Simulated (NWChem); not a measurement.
**BH2O (SMILES [BH]O) at UPBE/aug-cc-pVDZ**

Aim: the electronic atomisation energy of BH2O at UPBE/aug-cc-pVDZ, from 4 runs. 

The results are computed with NWChem 7.3.0.

## 1. The system as given

The species is BH2O (4 atoms), meant as a doublet with charge 0. SMILES: `[BH]O`. The shape is that of a PBE0-D4/def2-TZVP optimisation.

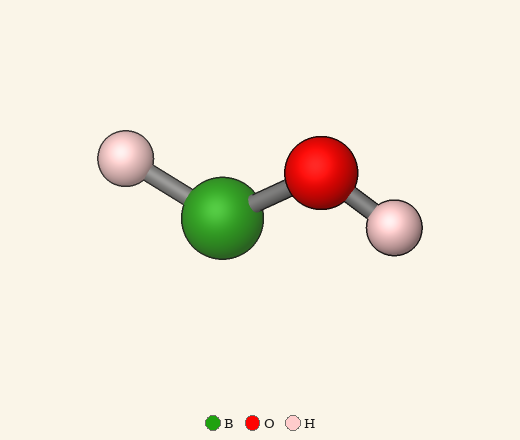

Viewed from a chosen angle; boron green, oxygen red, hydrogen pink.

## 2. A single-point energy at UPBE/aug-cc-pVDZ (run 1)

Contents of bh2o.nw:

```
echo
start bh2o
memory stack 880 mb heap 220 mb global 1100 mb

geometry units angstrom noautosym nocenter noautoz
   B     -0.006100    -0.485500     0.388300
   O      0.119700     0.544500    -0.448600
   H     -1.064200    -1.032400     0.540300
   H      1.006100     0.913200    -0.500300
end

basis spherical bse
   * library aug-cc-pVDZ
end

dft
   xc xpbe96 cpbe96
   mult 2
   grid fine
   convergence energy 1e-08
   maxiter 100
   mulliken
   noprint "final vectors analysis"
end

task dft energy
```

The run is started by

```sh
$ nwchem bh2o.nw > bh2o.out
```

The program printed:

```text
[...]
          Wavefunction type:  spin polarized.
          No. of atoms     :     4
          No. of electrons :    15
[...]
          Charge           :     0
          Spin multiplicity:     2
[...]
          AO basis - number of functions:    64
[...]
              XC Information
              --------------
          PerdewBurkeErnzerhof Exchange Functional  1.000
            Perdew 1991 LDA Correlation Functional  1.000 local
           PerdewBurkeErnz. Correlation Functional  1.000 non-local
[...]
 d= 0,ls=0.0,diis     1   -101.0636082696 -1.27D+02  1.44D-02  1.14D-01     0.8
[...]
 d= 0,ls=0.0,diis    10   -101.1223415530 -2.05D-09  1.03D-06  9.39D-09     6.1
[...]
         Total DFT energy =     -101.122341553009
      One electron energy =     -188.513364318423
           Coulomb energy =       74.671428643519
    Exchange-Corr. energy =      -13.222104188181
 Nuclear repulsion energy =       25.941698310077
[...]
      Total Density - Mulliken Population Analysis
     ---------------------------------------------
    Atom       Charge   Shell Charges
 -----------   ------   -------------------------------------------------------
    1 B    5     5.72   2.03  0.62  0.80  0.10  1.45  0.57  0.01  0.11  0.03
    2 O    8     8.18   2.01  0.84  0.80  0.18  2.89  1.35  0.11  0.01 -0.01
    3 H    1     0.32   0.75 -0.40 -0.07  0.01  0.01
    4 H    1     0.78   0.74 -0.02 -0.00  0.08 -0.01
[...]
      <S2> =      0.7521 (Exact =     0.7500)
[...]
```

Run time: 7.2 s. Hardware: 1 thread of AMD EPYC 7R13 (Zen 3), shared host; peak memory 0.11 GiB.

## 3. The B atom, same level (run 2)

Contents of input.nw:

```
start input
memory 2200 mb
charge 0

geometry units angstrom noautosym nocenter noautoz
  B     0.000000    0.000000    0.000000
end

basis spherical bse
  * library aug-cc-pVDZ
end

dft
  xc xpbe96 cpbe96
  mult 2
  grid fine
  convergence energy 1e-08
  iterations 100
  mulliken
  noprint "final vectors analysis"
end

task dft
```

The run is started by

```sh
$ nwchem input.nw > input.out
```

The program printed:

```text
[...]
          Wavefunction type:  spin polarized.
          No. of atoms     :     1
          No. of electrons :     5
[...]
          Charge           :     0
          Spin multiplicity:     2
[...]
          AO basis - number of functions:    23
[...]
              XC Information
              --------------
          PerdewBurkeErnzerhof Exchange Functional  1.000
            Perdew 1991 LDA Correlation Functional  1.000 local
           PerdewBurkeErnz. Correlation Functional  1.000 non-local
[...]
 d= 0,ls=0.0,diis     1    -24.5615105953 -2.46D+01  2.53D-02  3.13D-02     0.1
[...]
 d= 0,ls=0.0,diis     6    -24.6080454658 -4.54D-09  1.78D-07  4.46D-12     0.3
[...]
         Total DFT energy =      -24.608045465778
      One electron energy =      -32.368448154126
           Coulomb energy =       11.596360721831
    Exchange-Corr. energy =       -3.835958033484
 Nuclear repulsion energy =        0.000000000000
[...]
      Total Density - Mulliken Population Analysis
     ---------------------------------------------
    Atom       Charge   Shell Charges
 -----------   ------   -------------------------------------------------------
    1 B    5     5.00   2.01  0.93  1.03  0.02  0.61  0.37  0.03  0.00  0.00
     --------------------------------------------
      Spin Density - Mulliken Population Analysis
     --------------------------------------------
    Atom       Charge   Shell Charges
 -----------   ------   -------------------------------------------------------
    1 B    5     1.00   0.00  0.02 -0.01 -0.01  0.61  0.37  0.03 -0.00 -0.00
[...]
      <S2> =      0.7531 (Exact =     0.7500)
[...]
```

Run time: 1.3 s. Hardware: 1 thread of AMD EPYC 7R13 (Zen 3), shared host; peak memory 0.1 GiB.

## 4. The H atom, same level (run 3)

Contents of job.nw:

```
start job
memory 2200 mb
charge 0

geometry noautosym nocenter noautoz
H     0.000000    0.000000    0.000000
end

basis spherical bse
* library aug-cc-pVDZ
end

dft
xc xpbe96 cpbe96
mult 2
grid fine
convergence energy 1e-08
iterations 100
mulliken
print low
end

task dft
```

The run is started by

```sh
$ nwchem job.nw > job.out
```

The program printed:

```text
[...]
 d= 0,ls=0.0,diis     1     -0.4988912452 -4.99D-01  6.28D-03  2.08D-04     0.1
[...]
 d= 0,ls=0.0,diis     5     -0.4992244225 -4.89D-12  1.10D-09  8.86D-18     0.1
[...]
         Total DFT energy =       -0.499224422516
      One electron energy =       -0.498917813247
           Coulomb energy =        0.306785998650
    Exchange-Corr. energy =       -0.307092607919
 Nuclear repulsion energy =        0.000000000000
[...]
      Total Density - Mulliken Population Analysis
     ---------------------------------------------
    Atom       Charge   Shell Charges
 -----------   ------   -------------------------------------------------------
    1 H    1     1.00   0.54  0.42  0.04  0.00  0.00
     --------------------------------------------
      Spin Density - Mulliken Population Analysis
     --------------------------------------------
    Atom       Charge   Shell Charges
 -----------   ------   -------------------------------------------------------
    1 H    1     1.00   0.54  0.42  0.04  0.00  0.00
[...]
      <S2> =      0.7500 (Exact =     0.7500)
[...]
```

Wall time 1.1 s (1 thread of AMD EPYC 7R13 (Zen 3), shared host); peak memory 0.1 GiB.

## 5. The O atom (run 4)

Contents of mymol.xyz:

```xyz
1

O      0.000000     0.000000     0.000000
```

Contents of mymol.nw:

```
START mymol
memory stack 880 mb heap 220 mb global 1100 mb

GEOMETRY units angstroms noautosym nocenter noautoz
   load mymol.xyz
END

BASIS "ao basis" spherical bse
   * library aug-cc-pVDZ
END

DFT
   xc xpbe96 cpbe96
   mult 3
   grid fine
   convergence energy 1e-08
   maxiter 100
   mulliken
   noprint "final vectors analysis"
END

TASK dft energy
```

Run the same way, it converges to -74.99113 Eh (log not shown).

## 6. Overview of the runs

```
run  partner  energy (Eh)   ⟨S²⟩  wall time
  1     base  -101.122342  0.752      7.2 s
  2    atoms   -24.608045  0.753      1.3 s
  3    atoms    -0.499224  0.750      1.1 s
  4    atoms   -74.991134  2.003      1.3 s
```

## 7. What came out

At UPBE/aug-cc-pVDZ:

| quantity | value |
| --- | --- |
| O atom: total energy | -74.99113 Eh |
| O atom: ⟨S²⟩ | 2.003 |
| electronic atomisation energy | 14.278 eV |

In words: Taking the molecule apart into free atoms costs 14.28 eV (329 kcal/mol), before zero-point energy and without spin-orbit coupling. All runs together took 11 s, the longest 7.2 s.
